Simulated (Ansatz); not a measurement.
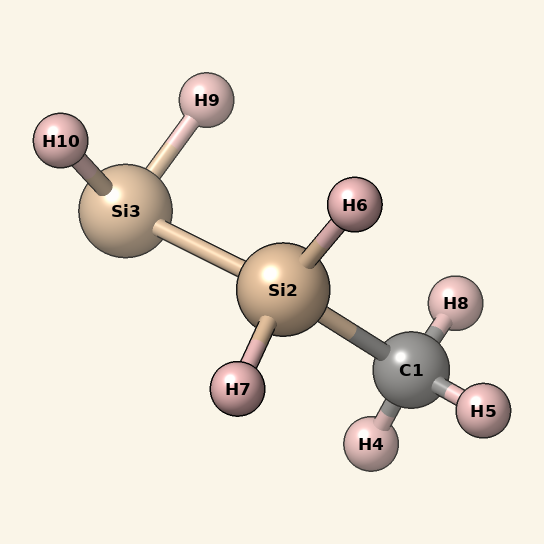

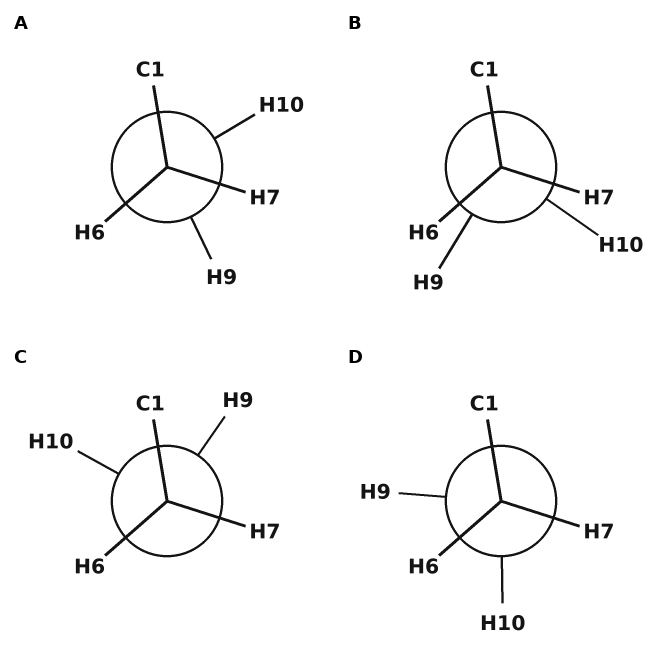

Distant atoms are faded towards the background colour. Bonds that would overlap in a projection are set slightly apart. The species has charge −1 and is a spin singlet. Computed geometry: PBE0-D4/def2-TZVPD optimisation. No frequency run is at hand to confirm it as a minimum.

**Which Newman projection shows the view along Si2–Si3, with Si2 in front?**

D. The torsion angle C1–Si2–Si3–H9 is −76°, synclinal (gauche).
